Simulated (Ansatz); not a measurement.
Response to strain in MoS2

Take MoS₂ in the 3R-MoS2 type structure (space group R3m, No. 160; layered, stacked along the Cartesian z axis) as the base.

```yaml
crystal:
  lattice:
    - [1.57655, 0.91022, 5.99710]
    - [-1.57655, 0.91022, 5.99710]
    - [0.00000, -1.82045, 5.99710]
  atoms:
    - { symbol: Mo, position: [0.00002, 0.00002, 0.00002] }
    - { symbol: S, position: [0.75355, 0.75355, 0.75355] }
    - { symbol: S, position: [0.57974, 0.57974, 0.57974] }
```

Cartesian axes are those of the cell as printed.

Strains are applied to the cell and any free atomic positions relax; under biaxial strain the out-of-plane vector relaxes too.

The values are results of Ansatz (a first-principles code), PBE-D3(BJ), PAW, cutoff 420 eV, no SOC, not measurements.

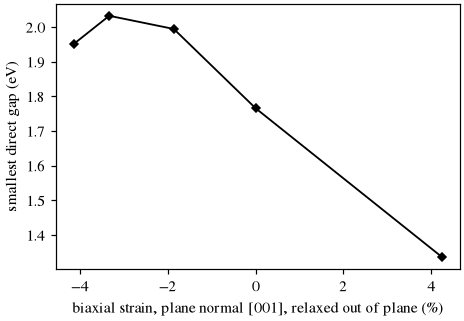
*Smallest direct gap against biaxial strain, plane normal [001], relaxed out of plane*

```json
[
 {"biaxial strain, plane normal [001], relaxed out of plane (%)": "-4.13", "smallest direct gap": "1.95 eV"},
 {"biaxial strain, plane normal [001], relaxed out of plane (%)": "-3.33", "smallest direct gap": "2.03 eV"},
 {"biaxial strain, plane normal [001], relaxed out of plane (%)": "-1.86", "smallest direct gap": "1.99 eV"},
 {"biaxial strain, plane normal [001], relaxed out of plane (%)": "4.24", "smallest direct gap": "1.34 eV"}
]
```

Stability against distortions was not tested.
